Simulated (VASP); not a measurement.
Input:

```
HfO2
1.0
    0.00000     2.53630     2.53630
    2.53630     0.00000     2.53630
    2.53630     2.53630     0.00000
Hf O
1 2
Cartesian
  0.00000   0.00000   0.00000
  1.26815   1.26815   1.26815
  3.80445   3.80445   3.80445
```

Level of theory: PW91 GGA, VASP's PBE PAW potentials (set 64) (plane waves; VASP). Numerical set-up: 520 eV cut-off, 8×8×8 Γ-centred mesh, tetrahedra with Blöchl corrections, potentials Hf_pv O.

Unless said otherwise, spin-orbit coupling is left out, though it shifts the bands of the heavy elements here.

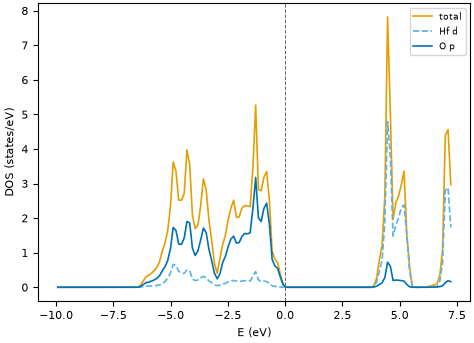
Fig. 1. Total and projected density of states, zero at the valence-band maximum

Within 2 eV below the valence-band maximum the largest weight inside VASP's projection spheres is O p.

The gap is direct, 3.80 eV, from the valence maximum at X to the conduction minimum at X.

The compound is HfO2 in the fluorite structure, the high-temperature cubic form, which is unstable at 0 K; the monoclinic form is the stable one. It was relaxed first.
